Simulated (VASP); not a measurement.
Band structure of TiTe2 (space group P-3m1). Level of theory: PBE GGA with D3 dispersion (Becke-Johnson damping) with spin-orbit coupling, VASP's PBE PAW potentials (set 64) (plane waves; VASP).

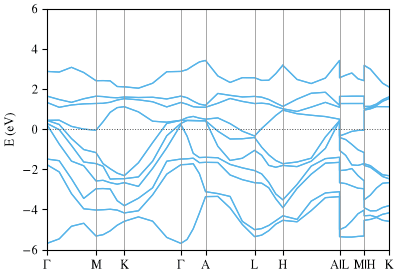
Figure: Bands along high-symmetry lines, zero at the valence-band maximum or, without a gap, the Fermi level

**Question.** Read the plot: is there a gap, and where are the band edges?

**Answer.** It has no gap at this level: it comes out as a metal or semimetal.

The structure comes from a measured TiTe2 entry (P-3m1) of the Crystallography Open Database, whose conditions weren't checked. It was relaxed first, which changed the volume by -6 %.
